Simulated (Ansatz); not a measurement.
**C₆H₄F₆O₂Sn: small, medium and large basis sets**

How large a basis does C₆H₄F₆O₂Sn need? Two functionals are run in growing sets.

The runs use Ansatz 0.2.0, Gaussian basis; one geometry, several basis sets.

The runs, in order: PBE0-D4/def2-SVP; ωB97M-V/def2-SVP; PBE0-D4/def2-QZVPP; ωB97M-V/def2-QZVPP; the functionals' def2-TZVPP values are taken from earlier runs.

## 1. Structure used throughout

The geometry comes from an earlier relaxation with PBE0-D4 in a triple-zeta def2 set; it is a stationary point, not always the lowest conformer. Sn takes the def2 core potential; no spin-orbit term is included.

19 atoms, charge 0, spin multiplicity 1.

Atoms are counted from 1 here; the program's logs count them from 0.

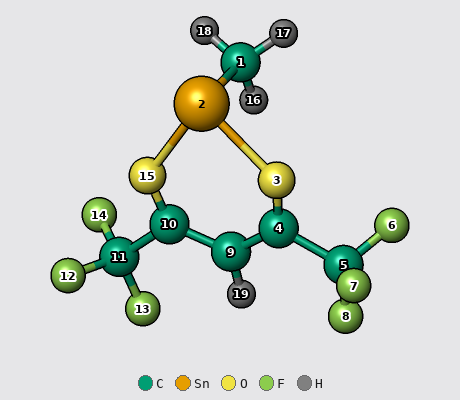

The geometry (carbon teal, tin amber, oxygen yellow, fluorine green, hydrogen grey); atoms are numbered from 1 in the order of the file.

## 2. PBE0-D4 in def2-SVP

File in.yaml:

```yaml
crystal:
  periodic: [false, false, false]
  atoms:
    - {symbol: C, position_ang: [-1.293287, -0.673891, 2.498798]}
    - {symbol: Sn, position_ang: [0.784223, -0.010594, 2.548605]}
    - {symbol: O, position_ang: [0.310621, 1.520807, 1.025070]}
    - {symbol: C, position_ang: [0.110649, 1.347309, -0.197943]}
    - {symbol: C, position_ang: [-0.413386, 2.612031, -0.902674]}
    - {symbol: F, position_ang: [-1.564946, 2.989106, -0.350716]}
    - {symbol: F, position_ang: [0.462388, 3.604042, -0.763025]}
    - {symbol: F, position_ang: [-0.622957, 2.426513, -2.205300]}
    - {symbol: C, position_ang: [0.311377, 0.200391, -0.960752]}
    - {symbol: C, position_ang: [0.855031, -0.969229, -0.437406]}
    - {symbol: C, position_ang: [1.115699, -2.146832, -1.394503]}
    - {symbol: F, position_ang: [2.410913, -2.452086, -1.394449]}
    - {symbol: F, position_ang: [0.754267, -1.880789, -2.648991]}
    - {symbol: F, position_ang: [0.433495, -3.215507, -0.988029]}
    - {symbol: O, position_ang: [1.191825, -1.218542, 0.741730]}
    - {symbol: H, position_ang: [-1.682294, -0.693863, 1.478623]}
    - {symbol: H, position_ang: [-1.914058, -0.001015, 3.096624]}
    - {symbol: H, position_ang: [-1.374474, -1.678058, 2.923738]}
    - {symbol: H, position_ang: [0.083113, 0.235807, -2.013001]}
basis:
  gaussian: {orbitals: def2-SVP}
hamiltonian: {xc: pbe0, dispersion: d4}
output: {orbitals: {seedname: orbitals}}
```

Run with:

```console
ansatz run in.yaml --threads 11 --pin off --events-out ev --progress --plain --max-ram 110592MiB --backend cpu
```

The log of the run:

```text
Functional definition: PBE0
  name "PBE0"
  cite "Adamo & Barone, J. Chem. Phys. 110, 6158 (1999) doi:10.1063/1.478522"
  cite "Perdew, Burke & Ernzerhof, Phys. Rev. Lett. 77, 3865 (1996) doi:10.1103/PhysRevLett.77.3865"
  parent pbe
  parameter a = 0.25
  parameter kappa = 0.804
  parameter beta = 0.06672455060314922
  exchange = (1 - a)*pbe_x(kappa = kappa, mu = beta*pi^2/3) + a*exact_x
  correlation = pbe_c(beta = beta)
2463 factors; integrals over basis functions are off by at most 1.4e-3 eV
mean field evaluation 1: about -32454.0486 eV, gradient 8.3e1 eV
mean field evaluation 2: about -32440.9109 eV, gradient 1.2e2 eV
mean field evaluation 4: about -32467.3416 eV, gradient 7.9e0 eV
mean field evaluation 8: about -32468.0841 eV, gradient 6.6e-1 eV
mean field evaluation 16: about -32468.0851 eV, gradient 2.8e-4 eV
mean field -32468.08513996 eV, -1193.1801212349 hartree, gradient 2.3e-5 eV, S^2 0.000000; 0 other end points of the search recorded, 0 dependent functions left out
reference -32468.08516721 eV, -1193.1801222364 hartree; 66, 66 occupied and 176, 176 virtual orbitals, 2463 factors
Total energy: -32468.64113002 eV, -1193.2005534927 hartree
```

It took 2.8 s on 11 threads of AMD EPYC 7R13, shared host; peak memory 1.3 GiB.

## 3. ωB97M-V in def2-SVP

Changes to in.yaml since step 2:

```diff
@@ -24,3 +24,3 @@
   gaussian: {orbitals: def2-SVP}
-hamiltonian: {xc: pbe0, dispersion: d4}
+hamiltonian: {xc: {name: wB97M-V}}
 output: {orbitals: {seedname: orbitals}}
```

The command is unchanged.

The log of the run, cut to the lines that bear on the results:

```text
Functional definition: wB97M-V
  name "wB97M-V"
  cite "Mardirossian & Head-Gordon, J. Chem. Phys. 144, 214110 (2016) doi:10.1063/1.4952647"
  cite "Becke, J. Chem. Phys. 107, 8554 (1997) doi:10.1063/1.475007"
  cite "Vydrov & Van Voorhis, J. Chem. Phys. 133, 244103 (2010) doi:10.1063/1.3521275"
  # Of w^i u^j: cxij and so on, Table III.
[...]
  gx(w, u) = 1 - cx + cx01*u + cx10*w
  gss(w, u) = css00 + css04*u^4 + css10*w + css20*w^2 + css43*w^4*u^3
  gos(w, u) = cos00 + cos10*w + (cos20 + cos21*u)*w^2 + (cos60 + cos61*u)*w^6
[...]
      + integral(e_c_pw_mod_opposite_spin*gos(b97_w_opposite, b97_u_opposite)) + vv10(b, c)
2463 factors; integrals over basis functions are off by at most 1.4e-3 eV
514 factors; integrals over basis functions are off by at most 4.7e-6 eV
[...]
mean field -32486.38910215 eV, -1193.8527794385 hartree, gradient 4.0e-5 eV, S^2 0.000000; 0 other end points of the search recorded, 0 dependent functions left out
reference -32486.38914741 eV, -1193.8527811020 hartree; 66, 66 occupied and 176, 176 virtual orbitals, 2463 factors
Total energy: -32486.38914741 eV, -1193.8527811020 hartree
```

Wall time 8 s (11 threads of AMD EPYC 7R13, shared host); peak memory 1.6 GiB.

## 4. PBE0-D4 in def2-QZVPP

Changes to in.yaml since step 3:

```diff
@@ -23,4 +23,4 @@
 basis:
-  gaussian: {orbitals: def2-SVP}
-hamiltonian: {xc: {name: wB97M-V}}
+  gaussian: {orbitals: "def2-QZVPP.json"}
+hamiltonian: {xc: pbe0, dispersion: d4}
 output: {orbitals: {seedname: orbitals}}
```

Run with:

```console
ansatz run in.yaml --threads 11 --pin off --events-out ev --progress --plain --max-ram 110592MiB --backend cuda --devices 0, --max-vram 75GiB
```

The log of the run:

```text
Functional definition: PBE0
  name "PBE0"
  cite "Adamo & Barone, J. Chem. Phys. 110, 6158 (1999) doi:10.1063/1.478522"
  cite "Perdew, Burke & Ernzerhof, Phys. Rev. Lett. 77, 3865 (1996) doi:10.1103/PhysRevLett.77.3865"
  parent pbe
  parameter a = 0.25
  parameter kappa = 0.804
  parameter beta = 0.06672455060314922
  exchange = (1 - a)*pbe_x(kappa = kappa, mu = beta*pi^2/3) + a*exact_x
  correlation = pbe_c(beta = beta)
3201 factors; their error is unknown
mean field evaluation 1: about -32483.8869 eV, gradient 9.7e1 eV
mean field evaluation 2: about -32466.2317 eV, gradient 1.3e2 eV
mean field evaluation 4: about -32500.6865 eV, gradient 1.2e1 eV
mean field evaluation 8: about -32500.9532 eV, gradient 3.6e-1 eV
mean field evaluation 16: about -32501.0288 eV, gradient 4.9e-4 eV
mean field -32501.02879194 eV, -1194.3907781153 hartree, gradient 4.5e-5 eV, S^2 0.000000; 0 other end points of the search recorded, 0 dependent functions left out
reference -32501.02883696 eV, -1194.3907797696 hartree; 66, 66 occupied and 934, 934 virtual orbitals, 3201 factors
Total energy: -32501.58479976 eV, -1194.4112110259 hartree
```

Wall time 3.9 s (1 × H100 with 11 threads of AMD EPYC 7R13, shared host); peak host memory 1.6 GiB.

## 5. ωB97M-V in def2-QZVPP

Changes to in.yaml since step 4:

```diff
@@ -24,3 +24,3 @@
   gaussian: {orbitals: "def2-QZVPP.json"}
-hamiltonian: {xc: pbe0, dispersion: d4}
+hamiltonian: {xc: {name: wB97M-V}}
 output: {orbitals: {seedname: orbitals}}
```

The command is unchanged.

The log of the run, cut to the lines that bear on the results:

```text
Functional definition: wB97M-V
  name "wB97M-V"
  cite "Mardirossian & Head-Gordon, J. Chem. Phys. 144, 214110 (2016) doi:10.1063/1.4952647"
  cite "Becke, J. Chem. Phys. 107, 8554 (1997) doi:10.1063/1.475007"
  cite "Vydrov & Van Voorhis, J. Chem. Phys. 133, 244103 (2010) doi:10.1063/1.3521275"
  # Of w^i u^j: cxij and so on, Table III.
[...]
  gx(w, u) = 1 - cx + cx01*u + cx10*w
  gss(w, u) = css00 + css04*u^4 + css10*w + css20*w^2 + css43*w^4*u^3
  gos(w, u) = cos00 + cos10*w + (cos20 + cos21*u)*w^2 + (cos60 + cos61*u)*w^6
[...]
      + integral(e_c_pw_mod_opposite_spin*gos(b97_w_opposite, b97_u_opposite)) + vv10(b, c)
3184 factors; their error is unknown
655 factors; integrals over basis functions are off by at most 6.1e-6 eV
[...]
mean field -32519.93797267 eV, -1195.0856776899 hartree, gradient 4.9e-5 eV, S^2 0.000000; 0 other end points of the search recorded, 0 dependent functions left out
reference -32519.93804552 eV, -1195.0856803673 hartree; 66, 66 occupied and 934, 934 virtual orbitals, 3184 factors
Total energy: -32519.93804552 eV, -1195.0856803673 hartree
```

It took 6 s on 1 × H100 with 11 threads of AMD EPYC 7R13, shared host; peak host memory 1.8 GiB.

## 6. Density functionals: the series

The def2-TZVPP values come from earlier runs at the same geometry.

```tsv
functional	basis	functions	energy (eV)	from the largest (eV)	HOMO (eV)	LUMO (eV)
PBE0-D4	def2-SVP	242	-32468.6411	32.944	-6.60	-2.82
PBE0-D4	def2-TZVPP	540	-32500.1938	1.391	-6.66	-2.96
PBE0-D4	def2-QZVPP	1000	-32501.5848	0.000	-6.67	-3.00
ωB97M-V	def2-SVP	242	-32486.3891	33.549	-8.66	-0.67
ωB97M-V	def2-TZVPP	540	-32518.6374	1.301	-8.74	-0.85
ωB97M-V	def2-QZVPP	1000	-32519.9380	0.000	-8.75	-0.90
```

## 7. Summary of results

| quantity | value |
| --- | --- |
| PBE0-D4: double and triple zeta above quadruple | 32.94, 1.39 eV |
| ωB97M-V: double and triple zeta above quadruple | 33.55, 1.30 eV |

In words: For PBE0-D4 the step from double to triple zeta gains 31.55 eV and the next only 1.39 eV. Total energies overstate the basis error of differences, where much of it tends to cancel.
